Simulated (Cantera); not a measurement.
Feed: 1 mol SiH2Cl2, 0.046 mol C2H2, 7.7 mol H2, 0.074 mol C3H8, at 0.00660 bar.

Method: chemical equilibrium by Gibbs-energy minimisation in Cantera with the NASA 1993 tables (ideal gas, pure condensed phases). Candidate condensed phases: C, C6H6, C7H8, C8H18, Si, SiC; 109 gas species. Mutual solubility and eutectic melting of coexisting phases are not modelled. The tables' values for SiCl, SiCl3 are old estimates; treat these amounts as uncertain. Gases not in the tables: Si2H6 and higher silanes. The numbers say what is thermodynamically allowed, not how fast it happens.

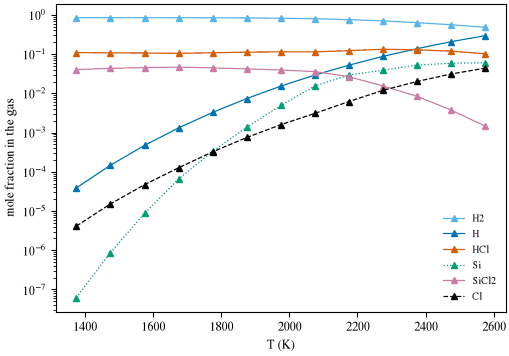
*Equilibrium gas composition (values under 1e-9 drawn at 1e-9)*

From 1375 K to 1675 K the condensed part is Si(s) + SiC(s). From 1775 K to 2075 K the condensed part is Si(l) + SiC(s). From 2175 K to 2275 K the condensed part is SiC(s). From 2375 K to 2575 K nothing is condensed. The main Si-bearing gas is SiCl2 at 1375 K and Si at 2575 K.
